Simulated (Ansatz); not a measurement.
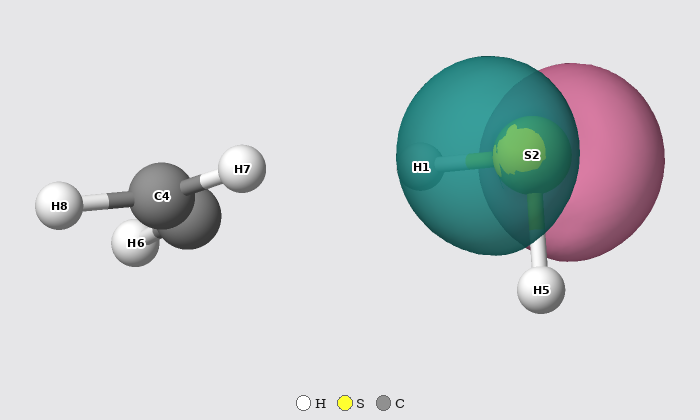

Figure 1: H$_{2}$S···C$_{2}$H$_{3}$ (doublet). The HOMO (β) at ±0.2 Å⁻³ᐟ² (teal and pink are the two phases), seen from one side.

All numbers below come from Ansatz 0.2.0, UKS PBE0-D4/def2-SVP.

Input

```
crystal:
  periodic: [false, false, false]
  atoms:
    - { symbol: H, position_ang: [0.0191, -0.463, -0.8072] }
    - { symbol: S, position_ang: [0.4485, -0.3564, -2.5462] }
    - { symbol: C, position_ang: [-0.2228, -0.4886, 0.5579] }
    - { symbol: C, position_ang: [-0.5154, 0.6259, 1.1637] }
    - { symbol: H, position_ang: [1.6993, -0.0649, -2.2025] }
    - { symbol: H, position_ang: [-0.1388, -1.4818, 0.9518] }
    - { symbol: H, position_ang: [-0.573, 1.5738, 0.6542] }
    - { symbol: H, position_ang: [-0.7168, 0.6551, 2.2282] }
magnetization:
  spin_polarized: true
  initial_magnetization: 1
basis:
  gaussian: { orbitals: def2-SVP }
hamiltonian:
  xc: pbe0
  dispersion: d4
relax:
  f_tol: 0.15
  max_steps: 25
  restrain:
    - { distance: [0, 2], at: 2.37, k: 30.0 }
    - { distance: [1, 0], at: 1.36, k: 30.0 }
output:
  orbitals: {}
```

Run with:

```sh
ansatz run input.yaml --threads 2 --pin off --max-ram 3072MiB --backend cpu --events-out ev --progress --plain --runs-dir out
```

The fields are those of the relaxed geometry.

**What is the character of this orbital?**

It lies mainly on S2 (about 90 %); largely a lone pair of S2. Its energy is −7.09 eV.
